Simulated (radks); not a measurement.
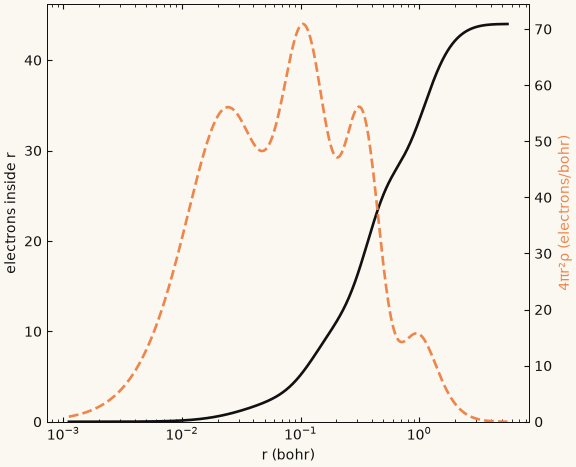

The rhodium ion Rh⁺ in the configuration [Kr] 4d8 (high spin). Level of theory: non-relativistic Kohn-Sham, PBE, spin-polarised, spherical densities, point nucleus. Computed with the in-house radial solver radks.

The plot shows the number of electrons inside radius r (solid) and the radial density 4πr²ρ (dashed).

Question: Describe it and give its main numbers.

Answer: The count levels off at 44 electrons. Half of them lie within 0.412 bohr, 90 % within 1.52 bohr and 99 % within 2.85 bohr. The radial density has minima at 0.0475, 0.204 and 0.715 bohr, where the count stands at 2.0, 11.2 and 29.0; these part the shells that the density resolves.
